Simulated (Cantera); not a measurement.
Feed: 1 mol Ti(OiPr)4, 0.19 mol C3H8, 32 mol H2, 1.3 mol H2O, at 0.120 bar.

Method: chemical equilibrium by Gibbs-energy minimisation in Cantera with the NASA 1993 tables (ideal gas, pure condensed phases). Candidate condensed phases: C, C6H6, C7H8, C8H18, H2O, Ti, TiC, TiO, TiO2, Ti2O3, Ti3O5, Ti4O7; 113 gas species. The feed counts by its element totals alone. Mutual solubility and eutectic melting of coexisting phases are not modelled. TiC: taken at fixed stoichiometry. Condensed phases not in the tables: Magnéli phases beyond Ti4O7. Equilibrium is a limit: real reactors are often held back by kinetics, nucleation or transport.

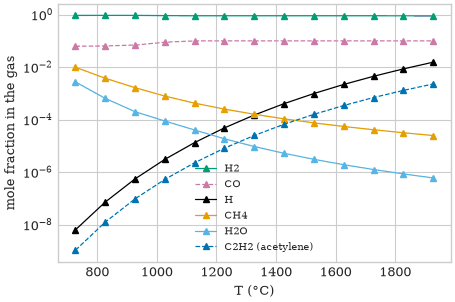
Figure. Equilibrium gas composition (values under 1e-9 drawn at 1e-9)

From 727 °C to 827 °C the condensed part is C(graphite) + TiO2(rutile). At 927 °C the condensed part is C(graphite) + Ti4O7(s). At 1027 °C the condensed part is C(graphite) + TiC(s) + Ti3O5(s). From 1127 °C to 1927 °C the condensed part is C(graphite) + TiC(s).
